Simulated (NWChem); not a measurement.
**One shape, several levels: doublet [SiF2]+**

We compute a comparison of 6 runs (UPBE0/def2-TZVP, U-r2SCAN/def2-TZVP, UB3LYP/def2-TZVP, UBHLYP/def2-TZVP, UBLYP/def2-TZVP, UTPSS/def2-TZVP) of doublet [SiF2]+. 

The calculation is run with NWChem 7.3.0.

## (1) The molecule

The species is [SiF2]+ (3 atoms), meant as a doublet with charge +1. SMILES of the parent species: `F[Si]F`. The shape is that of a PBE0-D4/def2-TZVP optimisation. That shape belongs to the parent species and isn't relaxed for this state.

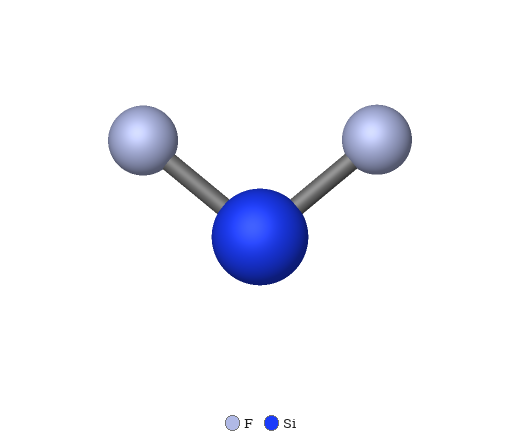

The structure, seen from a chosen angle (fluorine light blue, silicon blue).

## (2) The energy at UPBE0/def2-TZVP (run 1)

File work.nw:

```
START work
TITLE "F2Si"
memory stack 880 mb heap 220 mb global 1100 mb
charge 1

GEOMETRY units angstrom noautosym nocenter noautoz
  F     0.166300    1.246800    0.229400
  Si   -0.594900   -0.046400   -0.330100
  F     0.428600   -1.200400    0.100700
END

BASIS spherical bse
  * library def2-TZVP
END

DFT
  xc pbe0
  mult 2
  grid fine
  convergence energy 1e-08
  iterations 100
  mulliken
  print low
END

TASK dft energy
```

Command:

```console
$ nwchem work.nw > work.out
```

Log:

```text
[...]
 d= 0,ls=0.0,diis     1   -488.3728546508 -5.89D+02  9.25D-03  1.00D+00     2.0
[...]
 d= 0,ls=0.0,diis     8   -488.6571734960  5.10D-09  2.35D-06  5.70D-07    13.2
[...]
         Total DFT energy =     -488.657173496041
      One electron energy =     -870.551653810253
           Coulomb energy =      322.493884786520
    Exchange-Corr. energy =      -41.257825368468
 Nuclear repulsion energy =      100.658420896160
[...]
      Total Density - Mulliken Population Analysis
     ---------------------------------------------
    Atom       Charge   Shell Charges
 -----------   ------   -------------------------------------------------------
    1 F    9     9.10   0.77  1.20  0.62  1.00  0.31  2.24  2.14  0.80  0.00  0.01  0.00
    2 Si  14    12.79   2.00  0.58  1.39  1.00  0.24  4.11  1.70  0.50  0.71  0.06  0.22  0.18  0.10
    3 F    9     9.10   0.77  1.20  0.62  1.00  0.31  2.24  2.14  0.80  0.00  0.01  0.00
[...]
      <S2> =      0.7527 (Exact =     0.7500)
[...]
```

Wall time 14 s (1 thread of Intel Xeon Platinum 8488C (Sapphire Rapids), shared host); peak memory 0.12 GiB.

## (3) A single-point energy at U-r2SCAN/def2-TZVP (run 2)

File run.py:

```python
from ase import Atoms
from ase.calculators.nwchem import NWChem

mol = Atoms(['F', 'Si', 'F'], positions=[
    [0.166300, 1.246800, 0.229400],
    [-0.594900, -0.046400, -0.330100],
    [0.428600, -1.200400, 0.100700],
])

calc = NWChem(
    label='f2si',
    theory='dft',
    memory='2200 mb',
    basis='def2-TZVP',
    basispar='spherical bse',
    charge=1,
    dft={'xc': 'r2scan', 'mult': '2', 'grid': 'fine', 'convergence': 'energy 1e-08', 'iterations': '100', 'mulliken': None},
    task='energy',
)
mol.calc = calc

e = mol.get_potential_energy()
print(f"E = {e:.6f} eV")
```

Command:

```console
$ export ASE_NWCHEM_COMMAND="nwchem PREFIX.nwi > PREFIX.nwo"
$ python run.py
```

Log:

```text
E = -13302.758161 eV
```

The calculator wrote f2si.nwi:

```
title "f2si"

permanent_dir f2si

scratch_dir f2si

start f2si

geometry units angstrom nocenter noautosym noautoz
  F  1.6630000000000000e-01 1.2467999999999999e+00 2.2939999999999999e-01
  Si -5.9489999999999998e-01 -4.6399999999999997e-02 -3.3010000000000000e-01
  F  4.2859999999999998e-01 -1.2003999999999999e+00 1.0070000000000000e-01
end

charge 1

memory 2200 mb

basis spherical bse noprint
   * library def2-TZVP
end

dft
  xc r2scan
  mult 2
  grid fine
  convergence energy 1e-08
  iterations 100
  mulliken
end

task dft energy
```

f2si.nwo:

```text
Northwest Computational Chemistry Package (NWChem) 7.3.0
             --------------------------------------------------------

           Job information
           ---------------

    nwchem branch   = 7.3.0
    use scalapack   = T
    input           = f2si.nwi
    prefix          = f2si.
    data base       = f2si/f2si.db
    status          = startup
    nproc           =        1

           Memory information
           ------------------

    heap     =     72089598 doubles =      550.0 Mbytes
    stack    =     72089595 doubles =      550.0 Mbytes
    global   =    144179200 doubles =     1100.0 Mbytes (distinct from heap & stack)
    total    =    288358393 doubles =     2200.0 Mbytes
    verify   = yes
    hardfail = no

           Directory information
           ---------------------

  0 permanent = f2si
  0 scratch   = f2si

                                NWChem Input Module
                                -------------------

                                       f2si
                                       ----

[... 22 lines left out ...]
            Nuclear Dipole moment (a.u.)
[... 50 lines left out ...]
  convergence criterion.
[... 16 lines left out ...]
          Convergence on density requested:  1.00D-05
[... 19 lines left out ...]
          Spatial weights used:  Erf1
[... 3 lines left out ...]
          Convergence aids based upon iterative change in
[... 80 lines left out ...]
         Total DFT energy =     -488.867349454298
[... 1 line left out ...]
           Coulomb energy =      322.547794528122
[... 1 line left out ...]
 Nuclear repulsion energy =      100.658420896160
[... 710 lines left out ...]
                     DFT Final Beta Molecular Orbital Analysis
[... 783 lines left out ...]
   alpha     91     92     93     94     95     96     97     98     99
    beta     91     92     93     94     95     96     97     98     99
 overlap   1.000  0.999  1.000  0.998  0.998  1.000  1.000  1.000  1.000

     --------------------------
     Expectation value of S2:
     --------------------------
      <S2> =      0.7538 (Exact =     0.7500)

 center of mass
 --------------
 x =  -0.15299492 y =  -0.01193304 z =  -0.08489431

 moments of inertia (a.u.)
 ------------------
         218.101205758189          18.201013192014         -24.278960121718
          18.201013192014          62.822030454959         -12.666957728234
         -24.278960121718         -12.666957728234         251.584661436645

     Multipole analysis of the density
     ---------------------------------

     L   x y z        total         alpha         beta         nuclear
     -   - - -        -----         -----         ----         -------
     0   0 0 0      1.000000    -16.000000    -15.000000     32.000000

     1   1 0 0     -1.643064      2.834616      1.143310     -5.620990
[... 8 lines of this table left out ...]
     2   0 0 2    -11.623084    -10.830650     -8.257415      7.464981

 Task  times  cpu:       21.0s     wall:       21.0s
 Total times  cpu:       21.1s     wall:       21.1s
```

It took 23 s on 1 thread of Intel Xeon Platinum 8488C (Sapphire Rapids), shared host; peak memory 0.12 GiB.

Run 3 isn't shown in full; the table further down has it.

## (4) The energy at UBHLYP/def2-TZVP (run 4)

File f2si.nw:

```
start f2si
title "F2Si BHLYP"
memory stack 880 mb heap 220 mb global 1100 mb
charge 1
geometry units bohr noautosym nocenter noautoz
  F    0.31426145   2.35611053   0.43350317
  Si  -1.12419807  -0.08768329  -0.62379859
  F    0.80993662  -2.26842724   0.19029542
end
basis "ao basis" spherical bse
  * library def2-TZVP
end
dft
  xc bhlyp
  mult 2
  grid fine
  convergence energy 1e-08
  iterations 100
  mulliken
end
task dft
```

Command:

```console
$ nwchem f2si.nw > f2si.out
```

Log:

```text
[...]
          Wavefunction type:  spin polarized.
          No. of atoms     :     3
          No. of electrons :    31
[...]
          Charge           :     1
          Spin multiplicity:     2
[...]
          AO basis - number of functions:    99
[...]
              XC Information
              --------------
                        BHLYP Method XC Functional
                     Hartree-Fock (Exact) Exchange  0.500
                        Slater Exchange Functional  0.500 local
                    Becke 1988 Exchange Functional  0.500 non-local
              Lee-Yang-Parr Correlation Functional  1.000
[...]
 d= 0,ls=0.0,diis     1   -488.6383494128 -5.89D+02  7.22D-03  9.09D-01     2.0
[...]
 d= 0,ls=0.0,diis    11   -488.8995529819 -1.00D-09  1.21D-07  1.16D-10    17.0
[...]
         Total DFT energy =     -488.899552981940
      One electron energy =     -870.654241492274
           Coulomb energy =      322.641055030738
    Exchange-Corr. energy =      -41.544780278248
 Nuclear repulsion energy =      100.658413757844
[...]
      Total Density - Mulliken Population Analysis
     ---------------------------------------------
    Atom       Charge   Shell Charges
 -----------   ------   -------------------------------------------------------
    1 F    9     9.15   0.77  1.20  0.62  1.00  0.32  2.25  2.17  0.82  0.00  0.01  0.00
    2 Si  14    12.69   2.00  0.58  1.39  0.97  0.24  4.11  1.71  0.49  0.66  0.05  0.21  0.17  0.10
    3 F    9     9.15   0.77  1.20  0.62  1.00  0.32  2.25  2.17  0.82  0.00  0.01  0.00
[...]
      <S2> =      0.7539 (Exact =     0.7500)
[...]
```

Run time: 18 s. Hardware: 1 thread of Intel Xeon Platinum 8488C (Sapphire Rapids), shared host; peak memory 0.11 GiB.

Run 5 isn't shown in full; the table further down has it.

## (5) A single-point energy at UTPSS/def2-TZVP (run 6)

File f2si.xyz:

```xyz
3

F      0.166300     1.246800     0.229400
Si    -0.594900    -0.046400    -0.330100
F      0.428600    -1.200400     0.100700
```

File f2si.nw:

```
START f2si
memory total 2200 mb
charge 1

GEOMETRY noautosym nocenter noautoz
  load f2si.xyz
END

BASIS spherical bse
  * library def2-TZVP
END

DFT
  xc xtpss03 ctpss03
  mult 2
  grid fine
  convergence energy 1e-08
  maxiter 100
  mulliken
END

TASK dft energy
```

Command:

```console
$ nwchem f2si.nw > f2si.out
```

Log:

```text
[...]
          Wavefunction type:  spin polarized.
          No. of atoms     :     3
          No. of electrons :    31
[...]
          Charge           :     1
          Spin multiplicity:     2
[...]
          AO basis - number of functions:    99
[...]
              XC Information
              --------------
                  TPSS metaGGA Exchange Functional  1.000
             TPSS03 metaGGA Correlation Functional  1.000
[...]
 d= 0,ls=0.0,diis     1   -488.7086742080 -5.89D+02  1.19D-02  9.74D-01     2.2
[...]
 d= 0,ls=0.0,diis    11   -489.0058403218 -2.92D-09  4.68D-07  9.12D-09    20.8
[...]
         Total DFT energy =     -489.005840321828
      One electron energy =     -870.543990618823
           Coulomb energy =      322.478055895788
    Exchange-Corr. energy =      -41.598326494953
 Nuclear repulsion energy =      100.658420896160
[...]
      Total Density - Mulliken Population Analysis
     ---------------------------------------------
    Atom       Charge   Shell Charges
 -----------   ------   -------------------------------------------------------
    1 F    9     9.08   0.77  1.20  0.63  1.00  0.32  2.25  2.11  0.80  0.00  0.01  0.00
    2 Si  14    12.84   2.00  0.58  1.39  1.01  0.24  4.11  1.69  0.50  0.75  0.06  0.22  0.17  0.10
    3 F    9     9.08   0.77  1.20  0.63  1.00  0.32  2.25  2.11  0.80  0.00  0.01  0.00
[...]
      <S2> =      0.7526 (Exact =     0.7500)
[...]
```

Wall time 22 s (1 thread of Intel Xeon Platinum 8488C (Sapphire Rapids), shared host); peak memory 0.12 GiB.

## (6) The series

```csv
run,level,energy (Eh),⟨S²⟩,wall time
1,UPBE0/def2-TZVP,-488.657173,0.753,14 s
2,U-r2SCAN/def2-TZVP,-488.867349,0.754,23 s
3,UB3LYP/def2-TZVP,-488.989210,0.752,1.7 min
4,UBHLYP/def2-TZVP,-488.899553,0.754,18 s
5,UBLYP/def2-TZVP,-488.974994,0.752,18 s
6,UTPSS/def2-TZVP,-489.005840,0.753,22 s
```

## (7) Summary of results

```
                                 quantity          value
                      run 6: total energy  -489.00584 Eh
run 6: HOMO energy (highest over α and β)      -16.53 eV
 run 6: LUMO energy (lowest over α and β)      -14.38 eV
                              run 6: ⟨S²⟩          0.753
```

What this shows: Totals of different functionals can't be ranked against each other. All runs together took 3.3 min, the longest 1.7 min.
